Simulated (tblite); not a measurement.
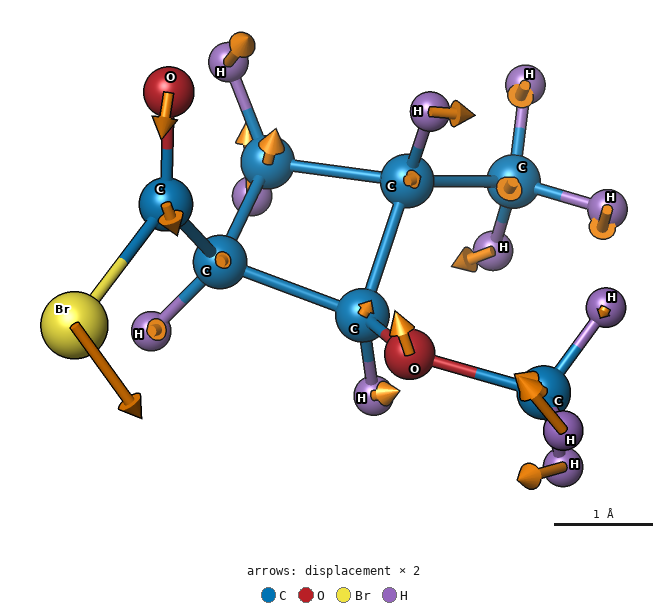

A relaxation of C₇H₁₁BrO₂. The starting structure is drawn; orange arrows show the displacements, 2 times their true length. The two geometries are superimposed by the best rigid fit.

The picture is a ball-and-stick view, seen from a free direction.

Computed with tblite 0.8.0, GFN2-xTB geometry optimisation, gas phase. 

Which element moves most?

Bromine: up to 0.64 Å, against 0.43 Å for hydrogen.

Describe the change and its energy.

The energy falls by 9.76 kcal/mol in 85 geometry steps. The atom that moves furthest after the best rigid fit is the Br atom (0.64 Å). By element the largest moves are Br 0.64 Å, H 0.43 Å, O 0.26 Å, C 0.24 Å. Among the contacts that change: C–C 1.566 → 1.484 Å, C–O 1.218 → 1.180 Å, Br–C 1.928 → 1.960 Å, C–O 1.424 → 1.398 Å. Among the angles between lasting bonds that change: C–C–C 116.4° → 110.3°, C–C–H 111.4° → 117.3°, C–C–Br 115.7° → 111.0°. The run took 0.84 s on 1 thread of Arm Neoverse V1, on a shared host.
